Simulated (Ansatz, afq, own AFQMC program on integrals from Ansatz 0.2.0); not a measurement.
**H2F (doublet): AFQMC on the coupled-cluster ladder at distance H1–H2 along a hydrogen transfer = 0.818 Å, cc-pVTZ**

How near does AFQMC come to the top of the ladder for H2F (doublet)?

Method: cc-pVTZ, frozen cores; program: Ansatz 0.2.0, Gaussian basis, and an in-house AFQMC program (afq) on its integrals; all values are calculated.

Plan: PBE (unrestricted); r2SCAN (unrestricted); PBE0 (unrestricted); B3LYP (unrestricted); CCSD(T) on UHF; wB97M-V (unrestricted); B2PLYP (unrestricted); CCSDT(Q) on UHF; Phaseless AFQMC, CISD trial on UHF.

**1. The system**

The geometry derives from fragments relaxed apart (PBE0/def2-TZVP) and kept rigid, so it is no stationary point. A hydrogen atom is moved between rigid fragments.

3 atoms, charge 0, spin multiplicity 2.

Atoms are counted from 1 here; the program's logs count them from 0.

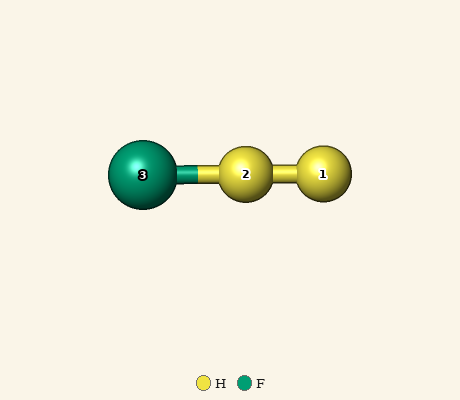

The geometry (hydrogen yellow, fluorine teal); atoms are numbered from 1 in the order of the file.

**2. PBE (unrestricted)**

File in.yaml:

```yaml
crystal:
  periodic: [false, false, false]
  atoms:
    - {symbol: H, position_ang: [0.000000, 0.000000, -0.906333]}
    - {symbol: H, position_ang: [0.000000, 0.000000, -0.088333]}
    - {symbol: F, position_ang: [0.000000, 0.000000, 0.994667]}
basis:
  gaussian: {orbitals: cc-pVTZ}
magnetization: {spin_polarized: true, initial_magnetization: 1}
hamiltonian: {xc: {name: PBE}}
output: {orbitals: {seedname: orbitals}}
```

On the command line:

```sh
$ ansatz run in.yaml --threads 1 --pin off --events-out ev --progress --plain --max-ram 5632MiB --backend cpu
```

Standard output:

```text
Functional definition: PBE
  name "PBE"
  cite "Perdew, Burke & Ernzerhof, Phys. Rev. Lett. 77, 3865 (1996) doi:10.1103/PhysRevLett.77.3865"
  parent pbe
  parameter kappa = 0.804
  parameter beta = 0.06672455060314922
  exchange = pbe_x(kappa = kappa, mu = beta*pi^2/3)
  correlation = pbe_c(beta = beta)
266 factors; their error is unknown
mean field evaluation 1: about -2743.7061 eV, gradient 1.7e1 eV
mean field evaluation 2: about -2741.4981 eV, gradient 3.3e1 eV
mean field evaluation 4: about -2744.5263 eV, gradient 5.3e-1 eV
mean field evaluation 8: about -2744.5165 eV, gradient 1.2e-1 eV
mean field -2744.51649737 eV, -100.8591209782 hartree, gradient 3.5e-5 eV, S^2 0.753045; 0 other end points of the search recorded, 0 dependent functions left out
reference -2744.51651950 eV, -100.8591217916 hartree; 6, 5 occupied and 52, 53 virtual orbitals, 266 factors
Total energy: -2744.51651950 eV, -100.8591217916 hartree
```

Run time: 0.43 s. Hardware: 1 thread of AMD EPYC 7R13 (Zen 3), shared host; peak memory 1.6 GiB.

From the report: ⟨S²⟩ of the determinant 0.753 (pure doublet: 0.75).

**3. r2SCAN (unrestricted)**

Changes to in.yaml since step 2:

```diff
@@ -9,3 +9,2 @@
 magnetization: {spin_polarized: true, initial_magnetization: 1}
-hamiltonian: {xc: {name: PBE}}
-output: {orbitals: {seedname: orbitals}}
+hamiltonian: {xc: {name: r2SCAN}}
```

Launched as before.

Standard output:

```text
Functional definition: r2SCAN
  name "r2SCAN"
  cite "Furness, Kaplan, Ning, Perdew & Sun, J. Phys. Chem. Lett. 11, 8208 (2020) doi:10.1021/acs.jpclett.0c02405"
  cite "Furness, Kaplan, Ning, Perdew & Sun, J. Phys. Chem. Lett. 11, 9248 (2020) doi:10.1021/acs.jpclett.0c03077"
  parent r2scan
  parameter k0 = 0.174
  parameter k1 = 0.065
  parameter a1 = 4.9479
  exchange = r2scan_x(k0 = k0, k1 = k1, a1 = a1)
  correlation = r2scan_c
266 factors; their error is unknown
mean field evaluation 1: about -2745.2285 eV, gradient 1.7e1 eV
mean field evaluation 2: about -2743.5590 eV, gradient 3.0e1 eV
mean field evaluation 4: about -2746.0629 eV, gradient 7.0e-1 eV
mean field evaluation 8: about -2746.0527 eV, gradient 2.5e-3 eV
mean field -2746.05271389 eV, -100.9155758942 hartree, gradient 3.4e-5 eV, S^2 0.756206; 0 other end points of the search recorded, 0 dependent functions left out
reference -2746.05272077 eV, -100.9155761470 hartree; 6, 5 occupied and 52, 53 virtual orbitals, 266 factors
Total energy: -2746.05272077 eV, -100.9155761470 hartree
```

It took 0.73 s on 1 thread of AMD EPYC 7R13 (Zen 3), shared host; peak memory 1.6 GiB.

From the report: ⟨S²⟩ of the determinant 0.756 (pure doublet: 0.75).

**4. PBE0 (unrestricted)**

Changes to in.yaml since step 3:

```diff
@@ -9,2 +9,3 @@
 magnetization: {spin_polarized: true, initial_magnetization: 1}
-hamiltonian: {xc: {name: r2SCAN}}
+hamiltonian: {xc: {name: PBE0}}
+output: {orbitals: {seedname: orbitals}}
```

Same command.

Standard output:

```text
Functional definition: PBE0
  name "PBE0"
  cite "Adamo & Barone, J. Chem. Phys. 110, 6158 (1999) doi:10.1063/1.478522"
  cite "Perdew, Burke & Ernzerhof, Phys. Rev. Lett. 77, 3865 (1996) doi:10.1103/PhysRevLett.77.3865"
  parent pbe
  parameter a = 0.25
  parameter kappa = 0.804
  parameter beta = 0.06672455060314922
  exchange = (1 - a)*pbe_x(kappa = kappa, mu = beta*pi^2/3) + a*exact_x
  correlation = pbe_c(beta = beta)
266 factors; their error is unknown
mean field evaluation 1: about -2743.5775 eV, gradient 1.7e1 eV
mean field evaluation 2: about -2742.5152 eV, gradient 2.6e1 eV
mean field evaluation 4: about -2744.4286 eV, gradient 2.7e-1 eV
mean field evaluation 8: about -2744.4278 eV, gradient 2.6e-3 eV
mean field -2744.42784477 eV, -100.8558630552 hartree, gradient 2.0e-5 eV, S^2 0.756852; 0 other end points of the search recorded, 0 dependent functions left out
reference -2744.42786098 eV, -100.8558636508 hartree; 6, 5 occupied and 52, 53 virtual orbitals, 266 factors
Total energy: -2744.42786098 eV, -100.8558636508 hartree
```

Wall time 0.42 s (1 thread of AMD EPYC 7R13 (Zen 3), shared host); peak memory 1.6 GiB.

From the report: ⟨S²⟩ of the determinant 0.757 (pure doublet: 0.75).

**5. B3LYP (unrestricted)**

Changes to in.yaml since step 4:

```diff
@@ -9,3 +9,2 @@
 magnetization: {spin_polarized: true, initial_magnetization: 1}
-hamiltonian: {xc: {name: PBE0}}
-output: {orbitals: {seedname: orbitals}}
+hamiltonian: {xc: {name: B3LYP}}
```

Launched as before.

Standard output:

```text
Functional definition: B3LYP
  name "B3LYP"
  cite "Stephens, Devlin, Chabalowski & Frisch, J. Phys. Chem. 98, 11623 (1994) doi:10.1021/j100096a001"
  cite "Becke, Phys. Rev. A 38, 3098 (1988) doi:10.1103/PhysRevA.38.3098"
  cite "Lee, Yang & Parr, Phys. Rev. B 37, 785 (1988) doi:10.1103/PhysRevB.37.785"
  cite "Vosko, Wilk & Nusair, Can. J. Phys. 58, 1200 (1980) doi:10.1139/p80-159"
  parameter a0 = 0.2
  parameter ax = 0.72
  parameter ac = 0.81
  exchange = (1 - a0 - ax)*slater_x + ax*b88_x + a0*exact_x
  correlation = (1 - ac)*vwn_rpa_c + ac*lyp_c
266 factors; their error is unknown
mean field evaluation 1: about -2746.3597 eV, gradient 1.8e1 eV
mean field evaluation 2: about -2744.7376 eV, gradient 3.0e1 eV
mean field evaluation 4: about -2747.2764 eV, gradient 4.1e-1 eV
mean field evaluation 8: about -2747.2740 eV, gradient 3.2e-3 eV
mean field -2747.27396696 eV, -100.9604561166 hartree, gradient 7.7e-5 eV, S^2 0.755498; 0 other end points of the search recorded, 0 dependent functions left out
reference -2747.27410633 eV, -100.9604612384 hartree; 6, 5 occupied and 52, 53 virtual orbitals, 266 factors
Total energy: -2747.27410633 eV, -100.9604612384 hartree
```

Wall time 0.4 s (1 thread of AMD EPYC 7R13 (Zen 3), shared host); peak memory 1.6 GiB.

From the report: ⟨S²⟩ of the determinant 0.755 (pure doublet: 0.75).

**6. CCSD(T) on UHF**

Changes to in.yaml since step 5:

```diff
@@ -9,2 +9,2 @@
 magnetization: {spin_polarized: true, initial_magnetization: 1}
-hamiltonian: {xc: {name: B3LYP}}
+correlation: {method: ccsd_t, electrons: outside_noble_gas, hamiltonian_folder: ham}
```

On the command line:

```sh
$ ansatz run in.yaml --threads 1 --pin off --events-out ev --progress --plain --max-ram 16896MiB --backend cuda --devices 0, --max-vram 18GiB
```

Standard output, cut to the lines that bear on the results:

```text
Functional definition: HF
  name "HF"
  cite "Fock, Z. Phys. 61, 126 (1930) doi:10.1007/BF01340294"
  parent pbe
[...]
338 factors; integrals over basis functions are off by at most 1.2e-3 eV
[...]
mean field -2734.86095469 eV, -100.5042863296 hartree, gradient 6.2e-6 eV, S^2 0.782042; 3 other end points of the search recorded, 0 dependent functions left out
determinant -2734.86095469 eV, -100.5042863296 hartree, with singles and doubles -2742.68125489 eV, -100.7916770609 hartree
determinant -2732.46273670 eV, -100.4161534439 hartree, with singles and doubles -2739.53138608 eV, -100.6759215173 hartree
1 core orbitals not correlated: weight in the atoms' cores, before any rotation towards them, 1.000 or more for the frozen orbitals, at most 0.000 for the correlated occupied ones
reference -2734.86095469 eV, -100.5042863296 hartree; 5, 4 occupied and 52, 53 virtual orbitals, 338 factors
second order -7.54470652 eV of doubles, -0.00000000 eV of singles
cycle   1  -7.79912902 eV  change    -1.0e0 eV  update   1.4e-2
[...]
cycle   9  -7.82121438 eV  change    5.8e-6 eV  update   3.7e-6
perturbative correction -0.19458176 eV, -0.0071507478 hartree
Total energy: -2742.87675084 eV, -100.7988614046 hartree
```

Run time: 2.3 s. Hardware: 1 × NVIDIA H100 80GB HBM3 with 1 thread of AMD EPYC 7R13 (Zen 3), shared host; peak host memory 1.6 GiB.

From the report: ⟨S²⟩ of the determinant 0.782 (pure doublet: 0.75); correlation -8.0158 eV; T1 0.018; largest double amplitude 0.06.

This run also writes the integrals to the folder ham.

**7. wB97M-V (unrestricted)**

Changes to in.yaml since step 6:

```diff
@@ -9,2 +9,3 @@
 magnetization: {spin_polarized: true, initial_magnetization: 1}
-correlation: {method: ccsd_t, electrons: outside_noble_gas, hamiltonian_folder: ham}
+hamiltonian: {xc: {name: wB97M-V}}
+output: {orbitals: {seedname: orbitals}}
```

On the command line:

```sh
$ ansatz run in.yaml --threads 1 --pin off --events-out ev --progress --plain --max-ram 5632MiB --backend cpu
```

Standard output, cut to the lines that bear on the results:

```text
Functional definition: wB97M-V
  name "wB97M-V"
  cite "Mardirossian & Head-Gordon, J. Chem. Phys. 144, 214110 (2016) doi:10.1063/1.4952647"
  cite "Becke, J. Chem. Phys. 107, 8554 (1997) doi:10.1063/1.475007"
  cite "Vydrov & Van Voorhis, J. Chem. Phys. 133, 244103 (2010) doi:10.1063/1.3521275"
  # Of w^i u^j: cxij and so on, Table III.
[...]
  gx(w, u) = 1 - cx + cx01*u + cx10*w
  gss(w, u) = css00 + css04*u^4 + css10*w + css20*w^2 + css43*w^4*u^3
  gos(w, u) = cos00 + cos10*w + (cos20 + cos21*u)*w^2 + (cos60 + cos61*u)*w^6
[...]
      + integral(e_c_pw_mod_opposite_spin*gos(b97_w_opposite, b97_u_opposite)) + vv10(b, c)
266 factors; their error is unknown
69 factors; integrals over basis functions are off by at most 2.1e-5 eV
[...]
mean field -2745.92290258 eV, -100.9108054163 hartree, gradient 3.1e-5 eV, S^2 0.755329; 0 other end points of the search recorded, 0 dependent functions left out
reference -2745.92292371 eV, -100.9108061929 hartree; 6, 5 occupied and 52, 53 virtual orbitals, 266 factors
Total energy: -2745.92292371 eV, -100.9108061929 hartree
```

It took 1.2 s on 1 thread of AMD EPYC 7R13 (Zen 3), shared host; peak memory 1.6 GiB.

From the report: ⟨S²⟩ of the determinant 0.755 (pure doublet: 0.75).

**8. B2PLYP (unrestricted)**

Changes to in.yaml since step 7:

```diff
@@ -9,3 +9,3 @@
 magnetization: {spin_polarized: true, initial_magnetization: 1}
-hamiltonian: {xc: {name: wB97M-V}}
-output: {orbitals: {seedname: orbitals}}
+hamiltonian: {xc: {name: B2PLYP}}
+correlation: {electrons: outside_noble_gas}
```

The command is unchanged.

Standard output, cut to the lines that bear on the results:

```text
Functional definition: B2PLYP
  name "B2PLYP"
  cite "Grimme, J. Chem. Phys. 124, 034108 (2006) doi:10.1063/1.2148954"
  cite "Becke, Phys. Rev. A 38, 3098 (1988) doi:10.1103/PhysRevA.38.3098"
  cite "Lee, Yang & Parr, Phys. Rev. B 37, 785 (1988) doi:10.1103/PhysRevB.37.785"
[...]
338 factors; integrals over basis functions are off by at most 1.2e-3 eV
[...]
mean field -2743.08285423 eV, -100.8064355644 hartree, gradient 4.1e-6 eV, S^2 0.763410; 0 other end points of the search recorded, 0 dependent functions left out
1 core orbitals not correlated: weight in the atoms' cores, before any rotation towards them, 1.000 or more for the frozen orbitals, at most 0.000 for the correlated occupied ones
reference -2743.08294105 eV, -100.8064387554 hartree; 5, 4 occupied and 52, 53 virtual orbitals, 338 factors
second order -8.98362444 eV of doubles, -0.00000000 eV of singles
Total energy: -2745.50851965 eV, -100.8955771247 hartree
```

Run time: 0.51 s. Hardware: 1 thread of AMD EPYC 7R13 (Zen 3), shared host; peak memory 1.6 GiB.

From the report: ⟨S²⟩ of the determinant 0.763 (pure doublet: 0.75).

**9. CCSDT(Q) on UHF**

Changes to in.yaml since step 8:

```diff
@@ -9,3 +9,2 @@
 magnetization: {spin_polarized: true, initial_magnetization: 1}
-hamiltonian: {xc: {name: B2PLYP}}
-correlation: {electrons: outside_noble_gas}
+correlation: {method: ccsdt_q, electrons: outside_noble_gas}
```

On the command line:

```sh
$ ansatz run in.yaml --threads 1 --pin off --events-out ev --progress --plain --max-ram 16896MiB --backend cuda --devices 0, --max-vram 18GiB
```

Standard output, cut to the lines that bear on the results:

```text
Functional definition: HF
  name "HF"
  cite "Fock, Z. Phys. 61, 126 (1930) doi:10.1007/BF01340294"
  parent pbe
[...]
644 factors; integrals over basis functions are off by at most 1.7e-7 eV
[...]
mean field -2734.86095935 eV, -100.5042865006 hartree, gradient 6.0e-6 eV, S^2 0.782042; 3 other end points of the search recorded, 0 dependent functions left out
determinant -2734.86095935 eV, -100.5042865006 hartree, with singles and doubles -2742.68128354 eV, -100.7916781140 hartree
determinant -2732.46274011 eV, -100.4161535692 hartree, with singles and doubles -2739.53141145 eV, -100.6759224498 hartree
1 core orbitals not correlated: weight in the atoms' cores, before any rotation towards them, 1.000 or more for the frozen orbitals, at most 0.000 for the correlated occupied ones
reference -2734.86095935 eV, -100.5042865006 hartree; 5, 4 occupied and 52, 53 virtual orbitals, 644 factors
second order -7.54473194 eV of doubles, -0.00000000 eV of singles
cycle   1  -7.58119380 eV  change   -3.6e-2 eV  update   6.0e-2
[...]
cycle  14  -8.02230747 eV  change    2.6e-7 eV  update   7.4e-7
perturbative correction -0.00947004 eV, -0.0003480177 hartree
Total energy: -2742.89273686 eV, -100.7994488802 hartree
```

It took 4.2 s on 1 × NVIDIA H100 80GB HBM3 with 1 thread of AMD EPYC 7R13 (Zen 3), shared host; peak host memory 1.6 GiB.

From the report: ⟨S²⟩ of the determinant 0.782 (pure doublet: 0.75); correlation -8.0318 eV; T1 0.018; largest double amplitude 0.06.

**10. Phaseless AFQMC, CISD trial on UHF**

It reads the integrals that the CCSD(T) run on this determinant wrote.

On the command line:

```sh
$ afq ham --method phaseless --trial cisd --walkers 4000 --populations 20 --least-time 60 --time-step 0.005 --steps-per-block 50 --equilibration-blocks 28 --max-blocks 4000 --target-error 0.00018 --factor-cut 1e-05 --start spin_pure --seed 9354 --release-times 0.24,0.51,0.99,1.62,2.4 --release-step 0.03 --release-every 3 --taylor-order 6
```

Standard output:

```text
orbitals 57  electrons 5 4  factors 337 of 338
reference energy -100.50428633 Eh
CCSD correlation -0.28742425 Eh in 11 cycles, weight of the determinant in the CISD state 0.9359
energy of the start -100.790305 Eh
 block  time / (1/Eh)  mean weight  energy / Eh
     1     0.250  1.0003  -100.792815
     2     0.500  1.0003  -100.795875
     3     0.750  1.0006  -100.798243
     4     1.000  0.9999  -100.798060
     5     1.250  1.0001  -100.799376
     6     1.500  1.0001  -100.799414
     7     1.750  0.9997  -100.798929
     8     2.000  0.9996  -100.798682
     9     2.250  0.9998  -100.799178
    10     2.500  0.9998  -100.799472
    11     2.750  1.0004  -100.799216
    12     3.000  0.9998  -100.799529
    13     3.250  1.0003  -100.800411
    14     3.500  0.9999  -100.799483
    15     3.750  1.0000  -100.799561
    16     4.000  0.9996  -100.799067
    17     4.250  1.0001  -100.798899
    18     4.500  0.9995  -100.799574
    19     4.750  0.9993  -100.799862
    20     5.000  0.9995  -100.799175
    21     5.250  1.0002  -100.798660
    22     5.500  0.9998  -100.800377
    23     5.750  1.0006  -100.799244
    24     6.000  1.0001  -100.799615
    25     6.250  1.0002  -100.798903
    26     6.500  0.9996  -100.797810
    27     6.750  0.9995  -100.798934
    28     7.000  1.0002  -100.799272
    29     7.250  1.0002  -100.799800
    30     7.500  1.0000  -100.799692
    31     7.750  1.0003  -100.798857
    32     8.000  0.9997  -100.798786
    33     8.250  0.9999  -100.799341
    34     8.500  1.0000  -100.798886
    35     8.750  1.0002  -100.799236
    36     9.000  1.0002  -100.799701
    37     9.250  0.9996  -100.798769
    38     9.500  0.9995  -100.799705
    39     9.750  1.0002  -100.799280
    40    10.000  0.9999  -100.799418
    41    10.250  1.0000  -100.799034
    42    10.500  1.0002  -100.798867
    43    10.750  0.9998  -100.799747
    44    11.000  1.0000  -100.799509
    45    11.250  1.0002  -100.798424
    46    11.500  0.9995  -100.798750
    47    11.750  0.9997  -100.798833
    48    12.000  0.9998  -100.799337
    49    12.250  0.9999  -100.798379
    50    12.500  0.9996  -100.799037
    51    12.750  1.0003  -100.799000
    52    13.000  0.9998  -100.798543
    53    13.250  1.0002  -100.798292
    54    13.500  0.9997  -100.798638
    55    13.750  0.9995  -100.799346
    56    14.000  0.9996  -100.799237
    57    14.250  0.9999  -100.799905
    58    14.500  0.9991  -100.799153
    59    14.750  1.0001  -100.799414
    60    15.000  0.9996  -100.798622
    61    15.250  1.0005  -100.798401
    62    15.500  0.9998  -100.798887
    63    15.750  1.0000  -100.799555
    64    16.000  0.9996  -100.799463
    65    16.250  1.0000  -100.799201
    66    16.500  1.0003  -100.799088
    67    16.750  1.0002  -100.798772
    68    17.000  1.0003  -100.798522
    69    17.250  0.9999  -100.798055
    70    17.500  1.0008  -100.799236
    71    17.750  1.0001  -100.799085
    72    18.000  1.0003  -100.798917
    73    18.250  1.0001  -100.798297
    74    18.500  1.0004  -100.799052
    75    18.750  0.9999  -100.799299
    76    19.000  0.9995  -100.798408
    77    19.250  1.0004  -100.798695
    78    19.500  0.9997  -100.799537
error from the spread of 20 populations
released: time / (1/Eh)  energy / Eh  error  mean overlap
  0.24  -100.798866  0.000270  0.9927
  0.51  -100.799317  0.000091  0.9877
  0.99  -100.799233  0.000138  0.9863
  1.62  -100.799498  0.000137  0.9814
  2.40  -100.799357  0.000132  0.9701
energy -100.799040 +/- 0.000090 Eh
```

Run time: 47 s. Hardware: 1 × NVIDIA H100 80GB HBM3 with 2 threads of AMD EPYC 7R13 (Zen 3), shared host; peak host memory 1.7 GiB.

Energy -2742.8816 ± 0.0024 eV. Caveats: constraint bias not in the error.

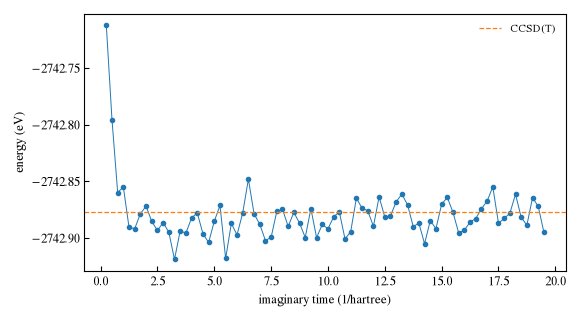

Block energies along the walk.

**11. All levels side by side**

On the UHF determinant, counted from CCSDT(Q) (a yardstick, not exact):

```csv
level,energy (eV),from CCSDT(Q) (meV),statistical error (meV),time
HF,-2734.8610,+8031.8,,
MP2,-2742.4057,+487.1,,
CCSD,-2742.6822,+210.6,,
CCSD(T),-2742.8768,+16.0,,
CCSDT(Q),-2742.8927,0.0,,
"Phaseless AFQMC, CISD trial, step 0.005, 4000 walkers",-2742.8816,+11.1,2.4,47 s
```

The functionals' totals stand on their own zeros and serve differences with other points: PBE -2744.517 eV; r2SCAN -2746.053 eV; PBE0 -2744.428 eV; B3LYP -2747.274 eV; wB97M-V -2745.923 eV; B2PLYP -2745.509 eV.

**12. Results**

```
                                        quantity            value
                    CCSD(T) on UHF from CCSDT(Q)        +16.0 meV
Phaseless AFQMC, CISD trial on UHF from CCSDT(Q)  +11.1 ± 2.4 meV
```

In words: On UHF the phaseless walk with the CISD trial lies +11.1 meV from CCSDT(Q), 5 times its error bar. Error bars are statistical and leave out the constraint, the time step and what remains of the start.
